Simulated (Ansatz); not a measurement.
C2F2N2Si: geometry relaxation

- system: C2F2N2Si, SMILES N#C[Si](F)(F)C#N
- method: RKS PBE-D4/def2-SVP (Ansatz 0.2.0)

The geometry: force-field start. Figures and captions count atoms from 1; the log counts them from 0 in places.

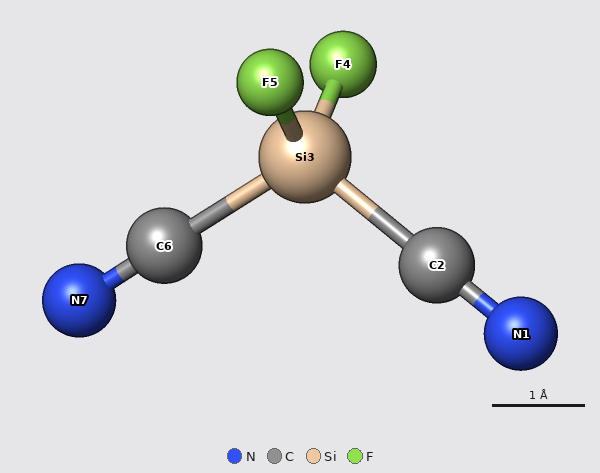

**Figure 1.** The structure as given in the input (ball-and-stick view, seen at a tilt; atoms are numbered from 1 in the order of the input).

### Input file
```yaml
crystal:
  periodic: [false, false, false]
  atoms:
    - {symbol: N, position_ang: [0.594500, -2.245600, 1.634000]}
    - {symbol: C, position_ang: [0.264700, -1.410300, 0.816800]}
    - {symbol: Si, position_ang: [-0.211900, -0.118900, -0.493500]}
    - {symbol: F, position_ang: [-1.643000, -0.303800, -0.917200]}
    - {symbol: F, position_ang: [0.733400, -0.351800, -1.805700]}
    - {symbol: C, position_ang: [0.070500, 1.647100, 0.158200]}
    - {symbol: N, position_ang: [0.253100, 2.715400, 0.561800]}
basis:
  gaussian: {orbitals: def2-SVP}
hamiltonian: {xc: pbe, dispersion: d4}
relax: {f_tol: 0.03, max_steps: 200}
```

Run as:
```bash
ansatz run in.yaml --threads 4 --pin off --events-out ev --progress --plain --max-ram 10444MiB
```

### The program's output
```
Functional definition: PBE
  name "PBE"
  cite "Perdew, Burke & Ernzerhof, Phys. Rev. Lett. 77, 3865 (1996) doi:10.1103/PhysRevLett.77.3865"
  parent pbe
  parameter kappa = 0.804
  parameter beta = 0.06672455060314922
  exchange = pbe_x(kappa = kappa, mu = beta*pi^2/3)
  correlation = pbe_c(beta = beta)
1152 factors; their error is unknown
mean field evaluation 1: about -18331.9758 eV, gradient 6.7e1 eV
mean field evaluation 2: about -18279.2891 eV, gradient 1.6e2 eV
mean field evaluation 4: about -18341.2341 eV, gradient 1.0e1 eV
mean field evaluation 8: about -18341.4490 eV, gradient 2.4e-1 eV
mean field evaluation 16: about -18341.3678 eV, gradient 2.1e-3 eV
mean field -18341.36779817 eV, -674.0328343570 hartree, gradient 6.1e-5 eV, S^2 0.000000; 0 other end points of the search recorded, 0 dependent functions left out
the calculation of the forces begins
reference -18341.36782354 eV, -674.0328352895 hartree; 29, 29 occupied and 73, 73 virtual orbitals, 1152 factors
relax step   1: F+E_penalty+E_count = -18341.54848475 eV  Δ(F+E_penalty+E_count) = +0.000e0 eV  max|allowed force component| = 5.578e0 eV/Å  Δτ_max = 0.0000 Å  (29 SCF iters, accepted)
these checks for a lower state are left out or cut short: starts, cluster_reference, orbital_swaps, neighbouring_geometries, increment
1152 factors; their error is unknown
mean field -18341.71466295 eV, -674.0455814025 hartree, gradient 1.0e-5 eV, S^2 0.000000; 0 other end points of the search recorded, 0 dependent functions left out
the calculation of the forces begins
reference -18341.71468806 eV, -674.0455823256 hartree; 29, 29 occupied and 73, 73 virtual orbitals, 1152 factors
relax step   2: F+E_penalty+E_count = -18341.89764002 eV  Δ(F+E_penalty+E_count) = -3.492e-1 eV  max|allowed force component| = 2.992e0 eV/Å  Δτ_max = 0.0852 Å  (33 SCF iters, accepted)
these checks for a lower state are left out or cut short: starts, cluster_reference, orbital_swaps, neighbouring_geometries, increment
1152 factors; their error is unknown
mean field evaluation 32: about -18341.8080 eV, gradient 6.1e-6 eV
mean field -18341.80799980 eV, -674.0490114687 hartree, gradient 6.1e-6 eV, S^2 0.000000; 0 other end points of the search recorded, 0 dependent functions left out
the calculation of the forces begins
reference -18341.80802461 eV, -674.0490123803 hartree; 29, 29 occupied and 73, 73 virtual orbitals, 1152 factors
relax step   3: F+E_penalty+E_count = -18341.99195304 eV  Δ(F+E_penalty+E_count) = -9.431e-2 eV  max|allowed force component| = 4.899e-1 eV/Å  Δτ_max = 0.0344 Å  (32 SCF iters, accepted)
these checks for a lower state are left out or cut short: starts, cluster_reference, orbital_swaps, neighbouring_geometries, increment
1152 factors; their error is unknown
mean field -18341.81181827 eV, -674.0491517949 hartree, gradient 6.7e-6 eV, S^2 0.000000; 0 other end points of the search recorded, 0 dependent functions left out
the calculation of the forces begins
reference -18341.81184302 eV, -674.0491527042 hartree; 29, 29 occupied and 73, 73 virtual orbitals, 1152 factors
relax step   4: F+E_penalty+E_count = -18341.99551443 eV  Δ(F+E_penalty+E_count) = -3.561e-3 eV  max|allowed force component| = 4.215e-2 eV/Å  Δτ_max = 0.0089 Å  (33 SCF iters, accepted)
these checks for a lower state are left out or cut short: starts, cluster_reference, orbital_swaps, neighbouring_geometries, increment
1152 factors; their error is unknown
mean field -18341.81222918 eV, -674.0491668955 hartree, gradient 6.3e-6 eV, S^2 0.000000; 0 other end points of the search recorded, 0 dependent functions left out
the calculation of the forces begins
reference -18341.81225394 eV, -674.0491678053 hartree; 29, 29 occupied and 73, 73 virtual orbitals, 1152 factors
relax step   5: F+E_penalty+E_count = -18341.99590335 eV  Δ(F+E_penalty+E_count) = -3.889e-4 eV  max|allowed force component| = 2.493e-2 eV/Å  Δτ_max = 0.0080 Å  (32 SCF iters, accepted)
1152 factors; their error is unknown
mean field evaluation 64: about -18341.8122 eV, gradient 7.2e-4 eV
```

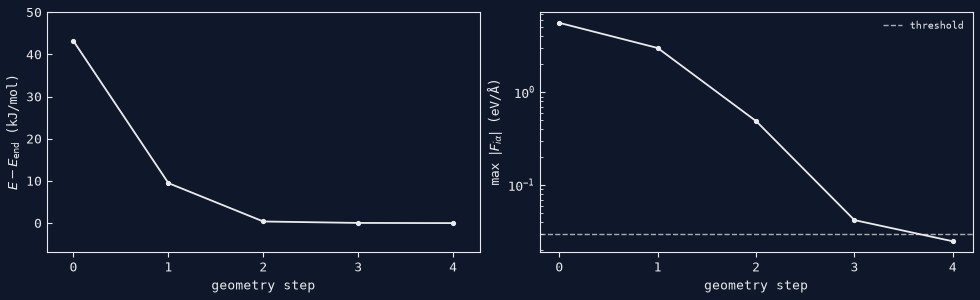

**Figure 2.** Progress of the relaxation, step by step (the first geometry is step 0 here and step 1 in the log).

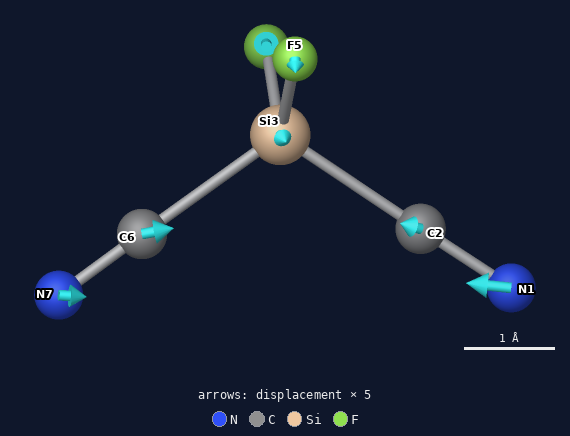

**Figure 3.** The starting structure with the displacements as teal arrows, magnified 5 times (ball-and-stick view, seen on its broad side). The two geometries are laid on each other by the best rigid fit. After 4 geometry steps the energy has fallen by 43.2 kJ/mol. Largest force component: 5.6 eV/Å at the start, 0.025 eV/Å at the end. N1 moves most after the best rigid fit: 0.10 Å. Largest moves by element: N 0.10 Å, F 0.08 Å, C 0.07 Å, Si 0.04 Å. Among the contacts that change: Si3–F4 1.504 → 1.610 Å, C2–Si3 1.900 → 1.837 Å, N1–C2 1.214 → 1.172 Å, Si3–F5 1.634 → 1.610 Å. (Atoms are counted from 1 in the order of the input.)

```
mean field -18341.81222918 eV, -674.0491668955 hartree, gradient 6.4e-6 eV, S^2 0.000000; 1 other end points of the search recorded, 0 dependent functions left out
the calculation of the forces begins
reference -18341.81225394 eV, -674.0491678053 hartree; 29, 29 occupied and 73, 73 virtual orbitals, 1152 factors
Total energy: -18341.99592811 eV, -674.0559177067 hartree
Atom 0 at     0.571604    -2.149983     1.606624 Å, force    -0.000577    -0.008461     0.014890 eV/Å
Atom 1 at     0.275414    -1.366216     0.786512 Å, force    -0.006599     0.022736    -0.022409 eV/Å
Atom 2 at    -0.170871    -0.124527    -0.491330 Å, force     0.024934    -0.003402     0.018265 eV/Å
Atom 3 at    -1.716170    -0.312859    -0.901154 Å, force    -0.017295     0.000599     0.001535 eV/Å
Atom 4 at     0.762684    -0.343811    -1.784803 Å, force     0.002583     0.005260    -0.007531 eV/Å
Atom 5 at     0.083277     1.575157     0.156760 Å, force    -0.000199    -0.017940    -0.007504 eV/Å
Atom 6 at     0.255362     2.654338     0.581791 Å, force    -0.002847     0.001208     0.002752 eV/Å
Dipole moment:    -0.101161    -0.060993    -0.263070 e Å
```

### Trajectory as extended XYZ (Å, eV, eV/Å), 5 frames, from step=1 to step=5
```
7
Properties=species:S:1:pos:R:3:forces:R:3 step=1 energy=-18341.54848
N     0.5945   -2.2456    1.6340   -1.1453   2.8691  -2.7870
C     0.2647   -1.4103    0.8168    0.8671  -2.0162   2.0317
Si   -0.2119   -0.1189   -0.4935    5.5776   0.7334   1.6372
F    -1.6430   -0.3038   -0.9172   -4.8322  -0.5630  -1.2216
F     0.7334   -0.3518   -1.8057   -0.3000   0.1573   0.6994
C     0.0705    1.6471    0.1582   -0.4658  -2.9839  -1.0349
N     0.2531    2.7154    0.5618    0.2986   1.8032   0.6753
7
Properties=species:S:1:pos:R:3:forces:R:3 step=2 energy=-18341.89764
N     0.5851   -2.1639    1.6117   -0.0263   0.0569  -0.0202
C     0.2687   -1.3715    0.8066   -0.1202   0.2641  -0.3525
Si   -0.2008   -0.1276   -0.4976    2.9918   0.3627   0.7822
F    -1.6776   -0.3133   -0.9194   -2.5476  -0.2961  -0.6163
F     0.7446   -0.3518   -1.7988   -0.1984   0.0769   0.3999
C     0.0783    1.5906    0.1646   -0.0811  -0.3628  -0.1617
N     0.2631    2.6696    0.5874   -0.0182  -0.1017  -0.0314
7
Properties=species:S:1:pos:R:3:forces:R:3 step=3 energy=-18341.99195
N     0.5798   -2.1461    1.6011    0.0218  -0.0540   0.0907
C     0.2722   -1.3547    0.7937   -0.0436   0.0034  -0.0864
Si   -0.1820   -0.1250   -0.4904    0.4899   0.0489   0.0438
F    -1.7114   -0.3145   -0.9137   -0.4237  -0.0427  -0.0707
F     0.7578   -0.3463   -1.7811   -0.0132   0.0079   0.0317
C     0.0837    1.5703    0.1606   -0.0449  -0.0303  -0.0437
N     0.2612    2.6484    0.5842    0.0137   0.0668   0.0346
7
Properties=species:S:1:pos:R:3:forces:R:3 step=4 energy=-18341.99551
N     0.5756   -2.1539    1.6017   -0.0104   0.0213   0.0058
C     0.2736   -1.3610    0.7922    0.0005  -0.0340  -0.0145
Si   -0.1734   -0.1242   -0.4890    0.0422   0.0037  -0.0138
F    -1.7164   -0.3134   -0.9067   -0.0228   0.0022   0.0195
F     0.7612   -0.3452   -1.7819    0.0041   0.0029   0.0074
C     0.0840    1.5747    0.1577   -0.0105   0.0218  -0.0023
N     0.2566    2.6550    0.5804   -0.0029  -0.0179  -0.0020
7
Properties=species:S:1:pos:R:3:forces:R:3 step=5 energy=-18341.99590
N     0.5716   -2.1500    1.6066   -0.0006  -0.0085   0.0149
C     0.2754   -1.3662    0.7865   -0.0066   0.0227  -0.0224
Si   -0.1709   -0.1245   -0.4913    0.0249  -0.0034   0.0183
F    -1.7162   -0.3129   -0.9012   -0.0173   0.0006   0.0015
F     0.7627   -0.3438   -1.7848    0.0026   0.0053  -0.0075
C     0.0833    1.5752    0.1568   -0.0002  -0.0179  -0.0075
N     0.2554    2.6543    0.5818   -0.0028   0.0012   0.0028
```

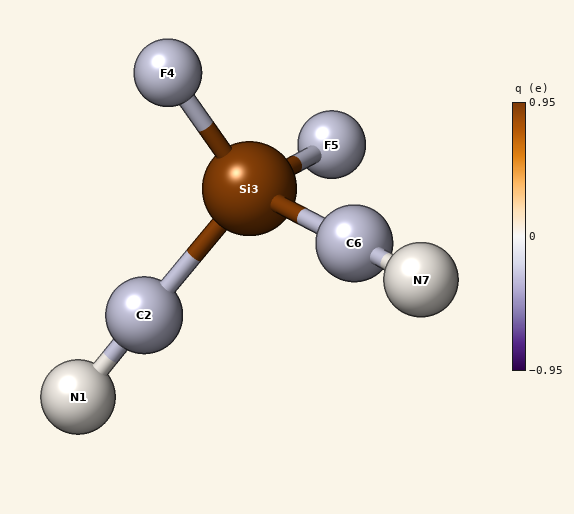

**Figure 4.** Mulliken charges, as the colour of each atom (ball-and-stick view, seen at an oblique angle; atoms are numbered from 1 in the order of the input). By element: N +0.03, C −0.25, Si +0.90 and F −0.24 e.

### Results in brief

- outcome: converged
- total energy: −18341.9959 eV
- mean-field energy: −18341.8123 eV
- dispersion energy: −0.1837 eV
- SCF solution under orbital rotations: stable
- largest force (length of the vector) at the end: 0.033 eV/Å
- dipole moment: 1.39 D
- hardware: 4 threads of Intel Xeon @ 2.50GHz, 180 GiB of memory available, shared host
- wall time: 32 s (CPU time 38 s)
- peak memory: 0.15 GiB
